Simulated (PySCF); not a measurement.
**Single-point calculation of TeO3 (part 1 of 2)**

System: TeO3.
Method: ROHF/crenbl, casci (PySCF 2.14.0).

Some settings of this run were made unusual or wrong on purpose.

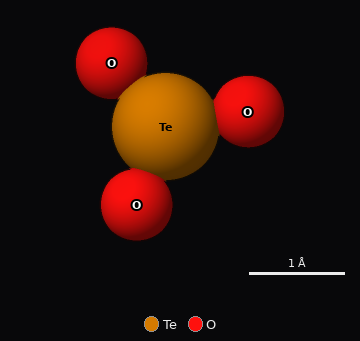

Fig. 1: The structure as given in the input (ball-and-stick view, seen at a tilt). Bond lengths as drawn: O–Te 0.89 Å.

### The input
```python
from pyscf import gto, scf, mcscf

mol = gto.M(
    atom='Te 0 0 0; O -0.0004 0 0.8864; O 0.7679 0 -0.4429; O -0.7675 0 -0.4435',
    basis='crenbl',
    ecp={'Te': 'crenbl', 'O': 'crenbl'},
    charge=0,
    spin=0,
    symmetry=True,
    verbose=4,
)
mf = scf.ROHF(mol)
mf.kernel()
mc = mcscf.CASCI(mf, 4, 6)
mc.kernel()
mc.analyze()
mf.dip_moment()
print('orbital energies (hartree):', mf.mo_energy[..., max(0, mol.nelec[1]-3):mol.nelec[0]+3].round(4))
```

Run on 1 CPU thread, shared host.

Launched with:
```bash
OMP_NUM_THREADS=1 python input.py
```

### Output
```
PySCF version 2.14.0

[INPUT] verbose = 4
[INPUT] num. atoms = 4
[INPUT] num. electrons = 34
[INPUT] charge = 0
[INPUT] spin (= nelec alpha-beta = 2S) = 0
[INPUT] symmetry True subgroup None
[INPUT] Mole.unit = angstrom
[INPUT] Symbol           X                Y                Z      unit          X                Y                Z       unit  Magmom
[INPUT]  1 Te     0.000000000000   0.000000000000   0.000000000000 AA    0.000000000000   0.000000000000   0.000000000000 Bohr   0.0
[INPUT]  2 O     -0.000400000000   0.000000000000   0.886400000000 AA   -0.000755890450   0.000000000000   1.675053236814 Bohr   0.0
[INPUT]  3 O      0.767900000000   0.000000000000  -0.442900000000 AA    1.451120691054   0.000000000000  -0.836959700570 Bohr   0.0
[INPUT]  4 O     -0.767500000000   0.000000000000  -0.443500000000 AA   -1.450364800604   0.000000000000  -0.838093536245 Bohr   0.0

nuclear repulsion = 209.152295108868
point group symmetry = Cs
symmetry origin: [2.33731163e-17 0.00000000e+00 0.00000000e+00]
symmetry axis x: [3.42775673e-01 2.22044605e-16 9.39417287e-01]
symmetry axis y: [ 9.39417287e-01 -1.11022302e-16 -3.42775673e-01]
symmetry axis z: [-1.47103068e-20  1.00000000e+00 -1.11022302e-16]
num. orbitals of irrep A' = 57
num. orbitals of irrep A" = 23
number of shells = 34
number of NR pGTOs = 80
number of NR cGTOs = 80
basis = crenbl
ecp = {'Te': 'crenbl', 'O': 'crenbl'}

******** <class 'pyscf.scf.hf_symm.SymAdaptedROHF'> ********
method = SymAdaptedROHF
initial guess = minao
damping factor = 0
level_shift factor = 0
DIIS = <class 'pyscf.scf.diis.CDIIS'>
diis_start_cycle = 1
diis_space = 8
diis_damp = 0
SCF conv_tol = 1e-09
SCF conv_tol_grad = None
SCF max_cycles = 50
direct_scf = True
direct_scf_tol = 1e-13
num. doubly occ = 17  num. singly occ = 0
Freeze 0 electrons in irreps []
    34 free electrons in irreps A' A"
Set gradient conv threshold to 3.16228e-05
init E= -102.802636883474
HOMO (A') = -0.57324926771467  LUMO (A") = -0.40257280327374
cycle= 1 E= -124.704981166296  delta_E= -21.9  |g|= 2.89  |ddm|= 16.8
HOMO (A') = 0.212513124751707  LUMO (A') = 0.212539683184376
cycle= 2 E= -124.503544775506  delta_E= 0.201  |g|= 3.12  |ddm|=   34
HOMO (A") = -0.0418934846807568  LUMO (A') = -0.000888278018251754
cycle= 3 E= -126.134212476242  delta_E= -1.63  |g|= 0.395  |ddm|= 26.8
HOMO (A') = -0.129235502150127  LUMO (A') = 0.0907928109990062
cycle= 4 E= -126.173518209451  delta_E= -0.0393  |g|= 0.14  |ddm|= 1.78
HOMO (A') = -0.126608477234735  LUMO (A') = 0.093768351737868
cycle= 5 E= -126.178215463496  delta_E= -0.0047  |g|= 0.0567  |ddm|= 0.701
HOMO (A') = -0.117172212512534  LUMO (A') = 0.096600060481149
cycle= 6 E= -126.179797535823  delta_E= -0.00158  |g|= 0.0166  |ddm|= 0.61
HOMO (A') = -0.115862190348745  LUMO (A') = 0.0973809924764972
cycle= 7 E= -126.180237708238  delta_E= -0.00044  |g|= 0.0121  |ddm|=  0.6
HOMO (A') = -0.115868359652783  LUMO (A') = 0.0967417970841811
cycle= 8 E= -126.180531032676  delta_E= -0.000293  |g|= 0.01  |ddm|= 0.576
HOMO (A') = -0.115988565217594  LUMO (A') = 0.0963630539784921
cycle= 9 E= -126.180725275861  delta_E= -0.000194  |g|= 0.00969  |ddm|= 0.412
HOMO (A') = -0.116019337163052  LUMO (A') = 0.0964037801218209
cycle= 10 E= -126.180666986459  delta_E= 5.83e-05  |g|= 0.00942  |ddm|= 0.129
HOMO (A') = -0.116916850820835  LUMO (A') = 0.0974014640750571
cycle= 11 E= -126.179920369456  delta_E= 0.000747  |g|= 0.00627  |ddm|= 2.22
HOMO (A') = -0.116601226837433  LUMO (A') = 0.0975560298899647
cycle= 12 E= -126.179689928145  delta_E= 0.00023  |g|= 0.00388  |ddm|= 1.85
HOMO (A') = -0.115190873866907  LUMO (A') = 0.0958663030684068
cycle= 13 E= -126.179690636574  delta_E= -7.08e-07  |g|= 0.000993  |ddm|= 0.155
HOMO (A') = -0.114901239105312  LUMO (A') = 0.0956233412775993
cycle= 14 E= -126.179689551885  delta_E= 1.08e-06  |g|= 0.0004  |ddm|= 0.133
HOMO (A') = -0.115031252126666  LUMO (A') = 0.0957184038475103
cycle= 15 E= -126.179689739095  delta_E= -1.87e-07  |g|= 0.000405  |ddm|= 0.0746
HOMO (A') = -0.114900393036376  LUMO (A') = 0.0955838518371639
cycle= 16 E= -126.179689948545  delta_E= -2.09e-07  |g|= 0.000318  |ddm|= 0.0399
HOMO (A') = -0.114916213880203  LUMO (A') = 0.0955946955289524
cycle= 17 E= -126.179690176841  delta_E= -2.28e-07  |g|= 0.000315  |ddm|= 0.00524
HOMO (A') = -0.114944142673678  LUMO (A') = 0.0956281326726982
cycle= 18 E= -126.179690183561  delta_E= -6.72e-09  |g|= 0.000318  |ddm|= 0.00163
HOMO (A') = -0.11491226300939  LUMO (A') = 0.0955975571460619
cycle= 19 E= -126.179690222808  delta_E= -3.92e-08  |g|= 0.000317  |ddm|= 0.00398
HOMO (A') = -0.114922874710293  LUMO (A') = 0.09560230372978
cycle= 20 E= -126.179689901184  delta_E= 3.22e-07  |g|= 0.000316  |ddm|= 0.00957
HOMO (A') = -0.114922503742653  LUMO (A') = 0.0956019575603309
cycle= 21 E= -126.179689186215  delta_E= 7.15e-07  |g|= 0.000311  |ddm|= 0.016
HOMO (A') = -0.114985924914111  LUMO (A') = 0.0956249761337133
cycle= 22 E= -126.179681225257  delta_E= 7.96e-06  |g|= 0.000313  |ddm|= 0.188
HOMO (A') = -0.114990104752279  LUMO (A') = 0.0956304777202241
cycle= 23 E= -126.179680081227  delta_E= 1.14e-06  |g|= 0.000312  |ddm|= 0.0272
HOMO (A') = -0.11495623950664  LUMO (A') = 0.0956321175361312
cycle= 24 E= -126.179678386034  delta_E= 1.7e-06  |g|= 0.000302  |ddm|= 0.0409
HOMO (A') = -0.120995374056155  LUMO (A') = 0.0958229521038905
cycle= 25 E= -126.179615836763  delta_E= 6.25e-05  |g|= 0.00789  |ddm|= 1.66
HOMO (A') = -0.118088525262072  LUMO (A') = 0.0957402075269878
cycle= 26 E= -126.179636601469  delta_E= -2.08e-05  |g|= 0.00418  |ddm|= 0.539
HOMO (A') = -0.11624105323328  LUMO (A') = 0.0956937689891464
cycle= 27 E= -126.179651623849  delta_E= -1.5e-05  |g|= 0.00181  |ddm|= 0.42
HOMO (A') = -0.117452414066908  LUMO (A') = 0.0957371770199749
cycle= 28 E= -126.179638271231  delta_E= 1.34e-05  |g|= 0.00334  |ddm|= 0.403
HOMO (A') = -0.117760714254401  LUMO (A') = 0.0957427449576569
cycle= 29 E= -126.179636820377  delta_E= 1.45e-06  |g|= 0.00374  |ddm|= 0.0337
HOMO (A') = -0.115601251465281  LUMO (A') = 0.0956832030315038
cycle= 30 E= -126.179653514054  delta_E= -1.67e-05  |g|= 0.000963  |ddm|= 0.484
HOMO (A') = -0.115343573119602  LUMO (A') = 0.0956844919665483
cycle= 31 E= -126.179653724988  delta_E= -2.11e-07  |g|= 0.000648  |ddm|= 0.0062
HOMO (A') = -0.116281285645916  LUMO (A') = 0.0957004496860909
cycle= 32 E= -126.179643634591  delta_E= 1.01e-05  |g|= 0.00184  |ddm|= 0.323
HOMO (A') = -0.115461788124626  LUMO (A') = 0.0957171969903103
cycle= 33 E= -126.179639468623  delta_E= 4.17e-06  |g|= 0.000816  |ddm|= 0.206
HOMO (A') = -0.116043341435975  LUMO (A') = 0.0957396125418408
cycle= 34 E= -126.179629419678  delta_E= 1e-05  |g|= 0.00155  |ddm|= 0.625
HOMO (A') = -0.114487914177242  LUMO (A') = 0.0957262609668077
cycle= 35 E= -126.179629550427  delta_E= -1.31e-07  |g|= 0.000459  |ddm|= 0.0819
HOMO (A') = -0.115678269475217  LUMO (A') = 0.095740755057359
cycle= 36 E= -126.179628129083  delta_E= 1.42e-06  |g|= 0.00109  |ddm|= 0.268
HOMO (A') = -0.115143434894938  LUMO (A') = 0.0957314377995973
cycle= 37 E= -126.179628321549  delta_E= -1.92e-07  |g|= 0.000399  |ddm|= 0.0458
HOMO (A') = -0.115090140119841  LUMO (A') = 0.0957290459615363
cycle= 38 E= -126.17962832242  delta_E= -8.7e-10  |g|= 0.000333  |ddm|= 0.0195
HOMO (A') = -0.115013802798949  LUMO (A') = 0.0957260360371714
cycle= 39 E= -126.179628334064  delta_E= -1.16e-08  |g|= 0.000236  |ddm|= 0.0213
HOMO (A') = -0.114804322474221  LUMO (A') = 0.0957218792101195
cycle= 40 E= -126.179628347965  delta_E= -1.39e-08  |g|= 3.31e-05  |ddm|= 0.0118
HOMO (A') = -0.1148545292637  LUMO (A') = 0.095722662223396
cycle= 41 E= -126.179628347812  delta_E= 1.53e-10  |g|= 3.13e-05  |ddm|= 0.00598
```

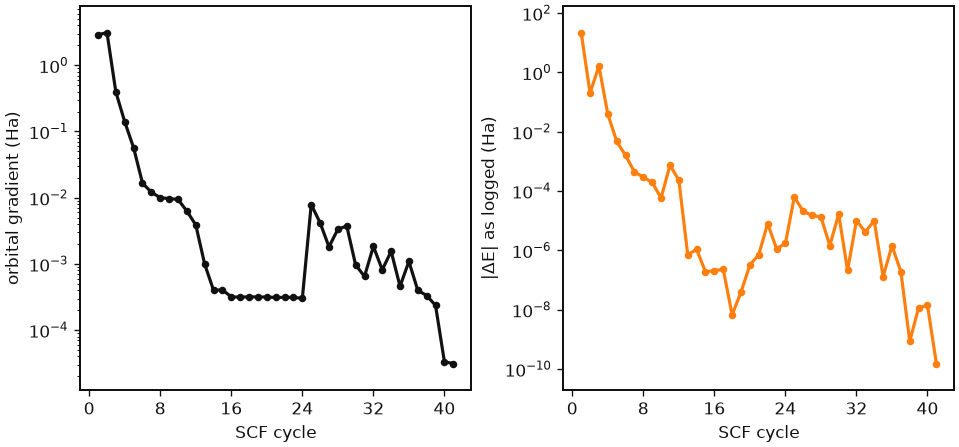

Fig. 2: Convergence of the self-consistent field: orbital gradient and size of the energy change against the SCF cycle. The residual lingers near 3 × 10⁻⁴ from about step 13 to 24 before it falls again.

```
HOMO (A') = -0.114828279698756  LUMO (A') = 0.0957250714852935
Extra cycle  E= -126.179628348033  delta_E= -2.22e-10  |g|= 1.98e-05  |ddm|= 0.00043
converged SCF energy = -126.179628348033
Symmetries of active orbitals: A' A" A' A'
Active space CI wfn symmetry = A'

******** <class 'pyscf.mcscf.casci_symm.SymAdaptedCASCI'> ********
CAS (3e+3e, 4o), ncore = 14, nvir = 62
natorb = False
canonicalization = True
sorting_mo_energy = False
******** <class 'pyscf.fci.direct_spin1_symm.FCISolver'> ********
max. cycles = 200
conv_tol = 1e-08
davidson only = False
linear dependence = 1e-12
level shift = 0.001
max iter space = 12
nroots = 1
pspace_size = 400
spin = None
Input CI wfn symmetry = A'
Density matrix diagonal elements [1.99987196 2.         1.00004307 1.00008497]
CASCI converged
CASCI E = -126.229223294036  E(CI) = -6.89778549651712  S^2 = 2.0000000
Natural occ [2. 2. 1. 1.]
Natural orbital (expansion on meta-Lowdin AOs) in CAS space
               #1        #2        #3        #4
0 Te 5s         -0.08161   0.00000  -0.38095  -0.31580
0 Te 6s          0.04608   0.00000  -0.53759  -0.43679
0 Te 7s          0.00343  -0.00000   0.16495   0.13971
0 Te 5px        -0.00422   0.00000  -0.04707   0.06767
0 Te 5py        -0.00000   0.03492  -0.00000   0.00000
0 Te 5pz         0.00226  -0.00000   0.02862  -0.04083
0 Te 6px        -0.00531   0.00000  -0.09270   0.10600
0 Te 6py         0.00000   0.05172   0.00000  -0.00000
0 Te 6pz         0.00280   0.00000   0.05564  -0.06475
0 Te 7px         0.00208  -0.00000   0.15503  -0.15918
0 Te 7py         0.00000   0.77438   0.00000  -0.00000
0 Te 7pz        -0.00138   0.00000  -0.09269   0.09780
0 Te 4dxy       -0.00000  -0.00151   0.00000   0.00000
0 Te 4dyz       -0.00142  -0.00000   0.00387   0.10029
0 Te 4dz^2       0.00046  -0.00000  -0.08980   0.10869
0 Te 4dxz       -0.00306   0.00000   0.11482   0.04112
0 Te 4dx2-y2     0.00000  -0.00057  -0.00000   0.00000
0 Te 5dxy        0.00000   0.00194  -0.00000  -0.00000
0 Te 5dyz       -0.07103  -0.00000  -0.06381   0.15227
0 Te 5dz^2      -0.00297  -0.00000  -0.18900   0.23513
0 Te 5dxz        0.11995   0.00000  -0.11762   0.02271
0 Te 5dx2-y2    -0.00000   0.00197   0.00000  -0.00000
0 Te 6dxy       -0.00000   0.00077   0.00000   0.00000
0 Te 6dyz        0.06963  -0.00000   0.05839   0.08866
0 Te 6dz^2      -0.00468  -0.00000   0.03562  -0.03938
0 Te 6dxz        0.11558   0.00000   0.14358   0.10533
0 Te 6dx2-y2    -0.00000   0.00046  -0.00000   0.00000
0 Te 7dxy       -0.00000  -0.00020  -0.00000   0.00000
0 Te 7dyz        0.02756  -0.00000   0.01429  -0.02250
0 Te 7dz^2      -0.00303  -0.00000  -0.03195   0.04092
0 Te 7dxz        0.04446   0.00000  -0.01399   0.01083
0 Te 7dx2-y2    -0.00000  -0.00016  -0.00000   0.00000
1 O 2s           0.21184   0.00000   0.03867   0.10724
1 O 3s           0.04861   0.00000  -0.03675  -0.08289
1 O 4s          -0.00193   0.00000  -0.05220  -0.10891
1 O 5s          -0.07512  -0.00000  -0.03867  -0.15524
1 O 2px         -0.00327  -0.00000   0.13217  -0.15579
1 O 2py         -0.00000   0.05590  -0.00000   0.00000
1 O 2pz         -0.51088   0.00000  -0.12138   0.26449
1 O 3px          0.00502  -0.00000   0.09246  -0.10057
1 O 3py         -0.00000   0.32083   0.00000   0.00000
1 O 3pz          0.00990   0.00000  -0.02782   0.07284
1 O 4px         -0.00019   0.00000   0.00221   0.00032
1 O 4py         -0.00000   0.07631  -0.00000   0.00000
1 O 4pz          0.02708   0.00000  -0.06350   0.02043
1 O 5px          0.00298   0.00000   0.05408  -0.06051
1 O 5py          0.00000   0.14829  -0.00000   0.00000
1 O 5pz         -0.01835   0.00000   0.03189   0.02168
2 O 2s           0.23111  -0.00000   0.14619  -0.01994
2 O 3s           0.05159  -0.00000  -0.11338   0.01067
2 O 4s          -0.00216   0.00000  -0.15710   0.00931
2 O 5s          -0.08331  -0.00000  -0.21978   0.05799
2 O 2px         -0.43951  -0.00000   0.33959  -0.33859
2 O 2py          0.00000   0.03794  -0.00000   0.00000
2 O 2pz          0.25346   0.00000  -0.19885   0.20034
2 O 3px          0.00374   0.00000   0.09795  -0.08454
2 O 3py         -0.00000   0.31541  -0.00000  -0.00000
2 O 3pz         -0.00202   0.00000  -0.05838   0.05214
2 O 4px          0.02332  -0.00000   0.03730  -0.09538
2 O 4py         -0.00000   0.07327  -0.00000   0.00000
2 O 4pz         -0.01348   0.00000  -0.02143   0.05503
2 O 5px         -0.01842  -0.00000   0.02251   0.02605
2 O 5py         -0.00000   0.14776  -0.00000   0.00000
2 O 5pz          0.01072   0.00000  -0.01419  -0.01299
3 O 2s           0.21054  -0.00000   0.04071   0.10375
3 O 3s           0.04823  -0.00000  -0.03862  -0.08044
3 O 4s          -0.00198  -0.00000  -0.05419  -0.10548
3 O 5s          -0.07474   0.00000  -0.04226  -0.14933
3 O 2px          0.44025   0.00000   0.16260  -0.29476
3 O 2py          0.00000   0.05739  -0.00000   0.00000
3 O 2pz          0.25830  -0.00000  -0.06161   0.01453
3 O 3px         -0.00642   0.00000   0.06894  -0.11123
3 O 3py         -0.00000   0.32138  -0.00000  -0.00000
3 O 3pz         -0.00939   0.00000  -0.06941   0.05598
3 O 4px         -0.02352   0.00000   0.05424  -0.01464
3 O 4py         -0.00000   0.07686  -0.00000   0.00000
3 O 4pz         -0.01343   0.00000   0.02869  -0.00855
3 O 5px          0.01716  -0.00000   0.00015  -0.05019
3 O 5py         -0.00000   0.14813  -0.00000   0.00000
3 O 5pz          0.00658   0.00000  -0.06374   0.04310
<mo_coeff-mcscf|mo_coeff-hf>  1      1        0.99994163
<mo_coeff-mcscf|mo_coeff-hf>  2      2        0.99999348
<mo_coeff-mcscf|mo_coeff-hf>  3      3        0.99995153
<mo_coeff-mcscf|mo_coeff-hf>  4      4        0.99998073
<mo_coeff-mcscf|mo_coeff-hf>  5      5        0.99998602
<mo_coeff-mcscf|mo_coeff-hf>  6      6        0.99966152
<mo_coeff-mcscf|mo_coeff-hf>  7      7        0.87628776
<mo_coeff-mcscf|mo_coeff-hf>  7      8        0.48063616
<mo_coeff-mcscf|mo_coeff-hf>  8      7       -0.48044854
<mo_coeff-mcscf|mo_coeff-hf>  8      8        0.87667162
<mo_coeff-mcscf|mo_coeff-hf>  9      9        0.99949373
<mo_coeff-mcscf|mo_coeff-hf>  10     10       0.98736821
<mo_coeff-mcscf|mo_coeff-hf>  11     11       0.99942005
<mo_coeff-mcscf|mo_coeff-hf>  12     12       0.98734769
<mo_coeff-mcscf|mo_coeff-hf>  13     13       0.99988296
<mo_coeff-mcscf|mo_coeff-hf>  14     14       0.99939656
<mo_coeff-mcscf|mo_coeff-hf>  15     15       1.00000000
<mo_coeff-mcscf|mo_coeff-hf>  16     16       1.00000000
<mo_coeff-mcscf|mo_coeff-hf>  17     17       1.00000000
```
